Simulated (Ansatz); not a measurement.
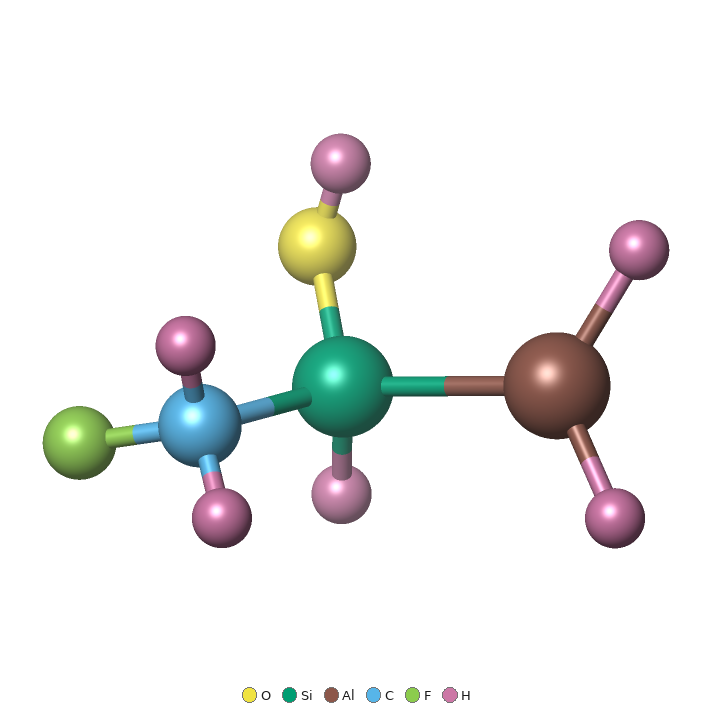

A ball-and-stick model of a molecule. Every bond is drawn as one stick, whatever its order.

The geometry was computed by an optimisation with PBE0-D4/def2-TZVP. No frequency run is at hand to confirm it as a minimum.

What does the picture show?

The molecule is CH₆AlFOSi. SMILES: `O[Si@@H]([AlH2])CF`. Among its groups: C–F bond, Si–H bond, Si–O bond. The point group is C1. Coordination: 1 O bent; 1 Si tetrahedral; 1 Al trigonal planar; 1 C tetrahedral.

More results for the same structure follow; atom numbers are the same in all pictures, views and colours differ.

### Shape

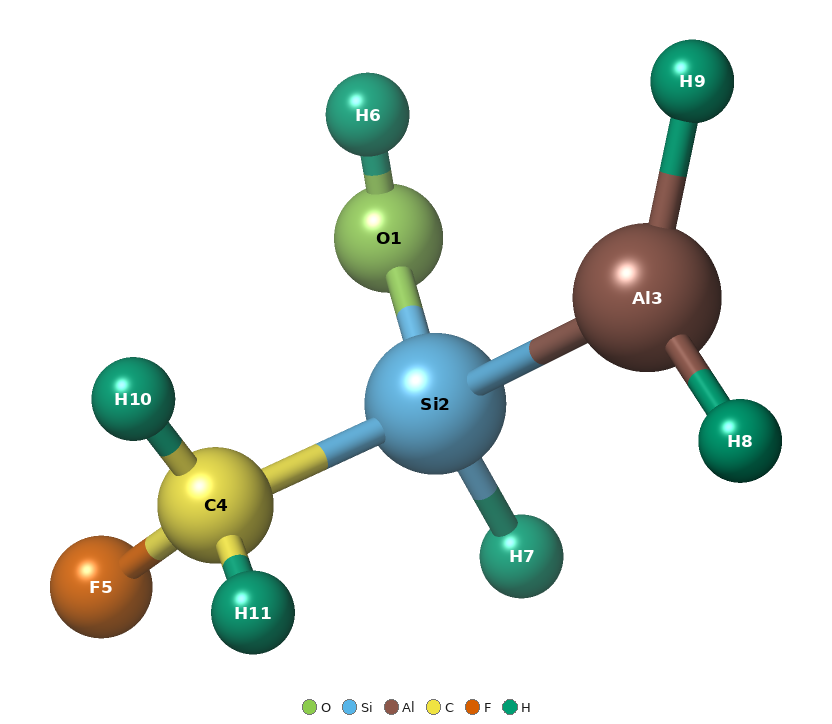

Atoms carry their numbers in the input. No frequency run is at hand to confirm it as a minimum.

What are the angles Si2–O1–H6, O1–Si2–Al3, O1–Si2–C4, O1–Si2–H7, Al3–Si2–C4, Al3–Si2–H7, C4–Si2–H7, Si2–Al3–H8, Si2–Al3–H9, Si2–C4–F5, Si2–C4–H10, Si2–C4–H11, F5–C4–H10, F5–C4–H11?

```tsv
angle	degrees
Si2–O1–H6	117.9
O1–Si2–Al3	112.9
O1–Si2–C4	112.1
O1–Si2–H7	104.7
Al3–Si2–C4	109.4
Al3–Si2–H7	111.2
C4–Si2–H7	106.2
Si2–Al3–H8	121.5
Si2–Al3–H9	119.8
Si2–C4–F5	112.0
Si2–C4–H10	111.8
Si2–C4–H11	109.6
F5–C4–H10	107.7
F5–C4–H11	108.1
```

### Levels of theory compared

No frequency run is at hand to confirm it as a minimum. Program: Ansatz 0.2.0.

At this fixed geometry, give HOMO–LUMO gap (eV) at these levels: B3LYP-D4/def2-TZVPP; PBE-D4/def2-TZVPP; PBE0-D4/def2-TZVPP; r2SCAN-D4/def2-TZVPP; ωB97M-V/def2-TZVPP; ωB97X-V/def2-TZVPP.

```
               level  HOMO–LUMO gap (eV)
 B3LYP-D4/def2-TZVPP                4.57
   PBE-D4/def2-TZVPP                3.02
  PBE0-D4/def2-TZVPP                4.94
r2SCAN-D4/def2-TZVPP                3.51
  ωB97M-V/def2-TZVPP                8.59
  ωB97X-V/def2-TZVPP                9.10
```

### Dipole moment

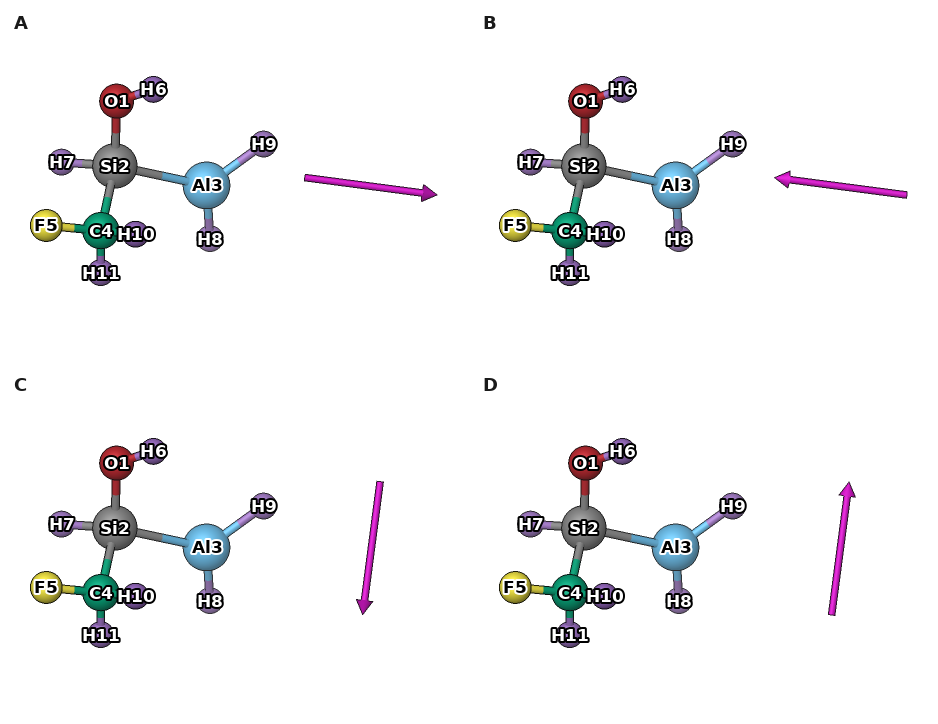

The same molecule four times, each with an arrow. No frequency run is at hand to confirm it as a minimum. Method: RKS PBE0-D4/def2-TZVP (Ansatz 0.2.0).

> Which arrow points along the dipole moment, from the negative to the positive end?

A. The dipole moment is 2.64 D; it points from the side of F5 to the side of H9 (the outermost atoms at the two ends).

### Charges

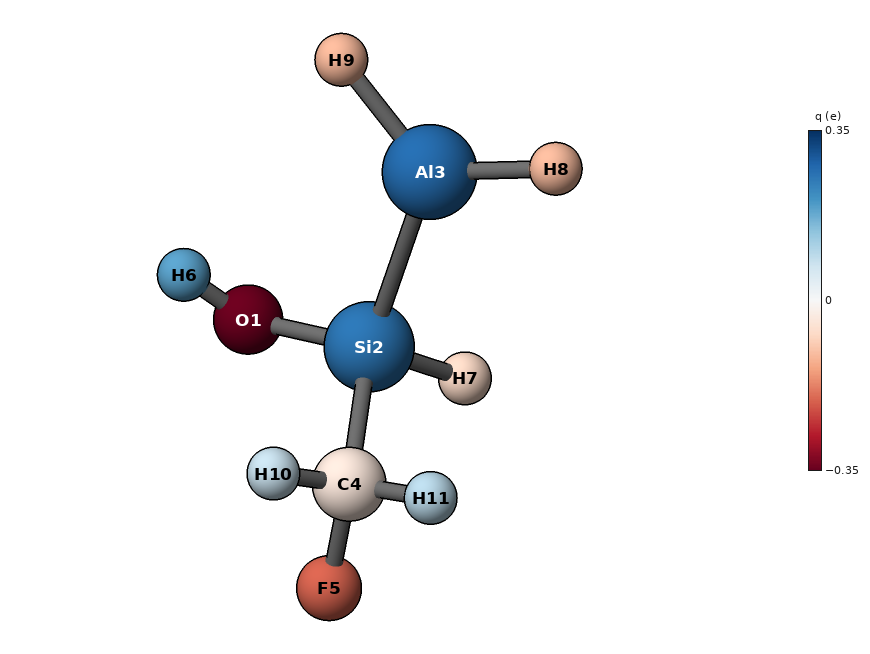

Atoms are coloured by their Mulliken charges. No frequency run is at hand to confirm it as a minimum. Method: RKS PBE-D4/def2-TZVPP (Ansatz 0.2.0).

> Which atom carries the highest charge (most positive or least negative)?

Al3 (0.27 e).

> And the lowest?

O1 (−0.34 e).

List the Mulliken charges.

```
atom  value (e)
  O1      −0.34
 Si2       0.25
 Al3       0.27
  C4      −0.04
  F5      −0.20
  H6       0.19
  H7      −0.07
  H8      −0.11
  H9      −0.11
 H10       0.08
 H11       0.09
```

Mulliken values depend strongly on the basis set and can even reverse the polarity of a bond.
